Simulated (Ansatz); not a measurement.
Input

```
crystal:
  periodic: [false, false, false]
  atoms:
    - {symbol: B, position_ang: [-1.242423, -0.141886, -0.133959]}
    - {symbol: F, position_ang: [-1.705741, 0.060039, -1.327189]}
    - {symbol: Si, position_ang: [0.819143, -0.044242, 0.088061]}
    - {symbol: H, position_ang: [1.531727, 1.204654, 0.463499]}
    - {symbol: H, position_ang: [-1.922566, -0.375616, 0.821948]}
    - {symbol: H, position_ang: [1.699261, -1.237000, -0.017731]}
basis:
  gaussian: {orbitals: def2-TZVPD}
total_charge: 1
hamiltonian: {xc: pbe0}
output: {forces: true, orbitals: {seedname: orbitals}}
```

Command:

```sh
ansatz run input.yaml --threads 1 --pin off --max-ram 2610MiB --events-out events.jsonl --progress --plain --runs-dir runs
```

Geometry: PBE0-D3(BJ)/pcseg-1.

These are results of isolated molecule in a Gaussian basis; Kohn-Sham density functional theory, functional PBE0 in Ansatz, not measurements.

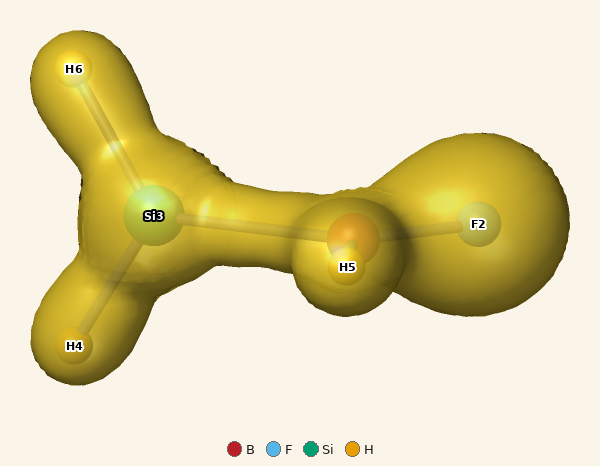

BFH3Si (charge +1). Isosurface of the electron density at 0.6 e/Å³ (yellow), seen at a tilt.

> Which contacts does the surface bridge?

At this value the surface is in one piece. It bridges the sampled B–F (1.30 Å), Si–B (2.08 Å), B–H (1.20 Å) and Si–H (1.49 Å) contacts, where the density stays above the isovalue. On the grid the lowest density along these lines, outside the cores, is 1.7 e/Å³ (B–F, 1.30 Å), 0.77 e/Å³ (Si–B, 2.08 Å), 1.3 e/Å³ (B–H, 1.20 Å) and 0.86 e/Å³ (Si–H, 1.49 Å).
